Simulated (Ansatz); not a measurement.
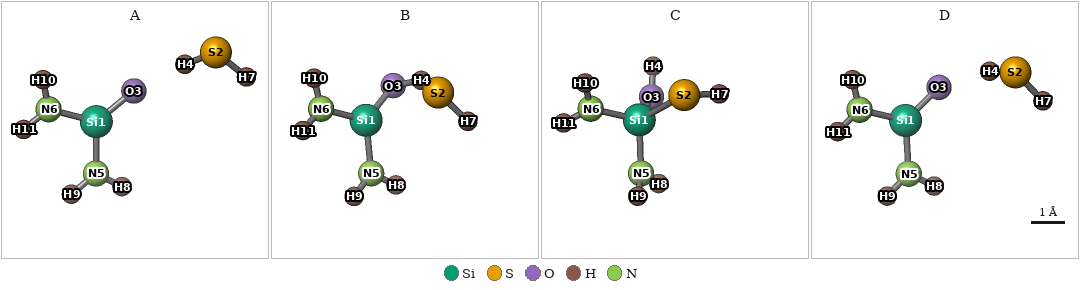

4 geometries from a converged minimum-energy path of SiN$_{2}$H$_{6}$SO, shuffled. Style: ball-and-stick. Shown at a tilt.

These are results of RHF/6-31G* (Ansatz), not measurements. Set-up: 5 movable images; climbing image; force threshold 0.05 eV/Å; iteration limit 60; starting path through a guess of the saddle point.

One of them is the converged climbing image. Which?

Answer. B. In order along the path, whose images run from 0 to 6: C (image 0, 0.0 kcal/mol), B (image 2, +63.1 kcal/mol), D (image 4, +45.4 kcal/mol), A (image 5, +45.0 kcal/mol). Breaking: O3–H4 (0.95 → 1.30 at the top → 2.10 Å), Si1–S2 (2.16 → 2.91 at the top → 4.89 Å). Forming: S2–H4 (3.22 → 1.58 at the top → 1.33 Å).

The run took 3.9 min on 2 threads of AMD EPYC 7R43 64-Core Processor (Zen 3), with other jobs on the host, peak memory 0.21 GiB.
